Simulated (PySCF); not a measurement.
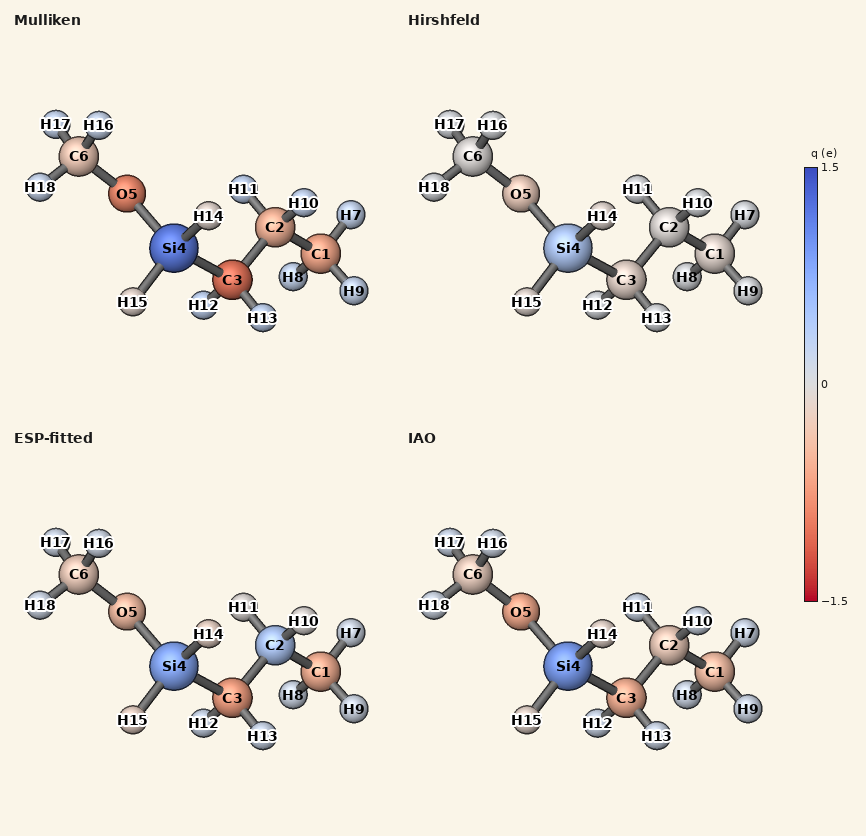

Atomic charges of one calculation by 4 schemes, on one colour scale. Computed geometry: PBE0-D3(BJ)/def2-SVP optimisation. No frequency run is at hand to confirm it as a minimum. Level of theory: PBE0/pcSseg-0 (PySCF 2.14.0).

**Which scheme gives the most polar picture (largest mean size of the charges)?**

The Mulliken charges are the largest in size here, and the Hirshfeld charges the smallest.

**On which atom do the schemes disagree most?**

On C2 (from −0.51 to 0.43 e).

List the charges (e), one line for each set of equivalent atoms.

```json
{"atom": "C1", "Mulliken": "−0.62", "Hirshfeld": "−0.10", "ESP-fitted": "−0.54", "IAO": "−0.42"}
{"atom": "C2", "Mulliken": "−0.51", "Hirshfeld": "−0.05", "ESP-fitted": "0.43", "IAO": "−0.25"}
{"atom": "C3", "Mulliken": "−0.99", "Hirshfeld": "−0.14", "ESP-fitted": "−0.69", "IAO": "−0.55"}
{"atom": "Si4", "Mulliken": "1.13", "Hirshfeld": "0.41", "ESP-fitted": "0.78", "IAO": "0.86"}
{"atom": "O5", "Mulliken": "−0.85", "Hirshfeld": "−0.25", "ESP-fitted": "−0.43", "IAO": "−0.59"}
{"atom": "C6", "Mulliken": "−0.29", "Hirshfeld": "−0.03", "ESP-fitted": "−0.25", "IAO": "−0.21"}
{"atom": "H7", "Mulliken": "0.23", "Hirshfeld": "0.04", "ESP-fitted": "0.12", "IAO": "0.14"}
{"atom": "H8", "Mulliken": "0.23", "Hirshfeld": "0.03", "ESP-fitted": "0.14", "IAO": "0.14"}
{"atom": "H9", "Mulliken": "0.22", "Hirshfeld": "0.03", "ESP-fitted": "0.13", "IAO": "0.14"}
{"atom": "H10", "Mulliken": "0.24", "Hirshfeld": "0.03", "ESP-fitted": "−0.04", "IAO": "0.13"}
{"atom": "H11", "Mulliken": "0.26", "Hirshfeld": "0.03", "ESP-fitted": "−0.04", "IAO": "0.15"}
{"atom": "H12", "Mulliken": "0.27", "Hirshfeld": "0.04", "ESP-fitted": "0.17", "IAO": "0.15"}
{"atom": "H13", "Mulliken": "0.26", "Hirshfeld": "0.03", "ESP-fitted": "0.17", "IAO": "0.15"}
{"atom": "H14", "Mulliken": "−0.11", "Hirshfeld": "−0.09", "ESP-fitted": "−0.17", "IAO": "−0.12"}
{"atom": "H15", "Mulliken": "−0.11", "Hirshfeld": "−0.09", "ESP-fitted": "−0.17", "IAO": "−0.12"}
{"atom": "H16", "Mulliken": "0.21", "Hirshfeld": "0.03", "ESP-fitted": "0.12", "IAO": "0.12"}
{"atom": "H17", "Mulliken": "0.23", "Hirshfeld": "0.04", "ESP-fitted": "0.14", "IAO": "0.15"}
{"atom": "H18", "Mulliken": "0.21", "Hirshfeld": "0.03", "ESP-fitted": "0.13", "IAO": "0.12"}
```
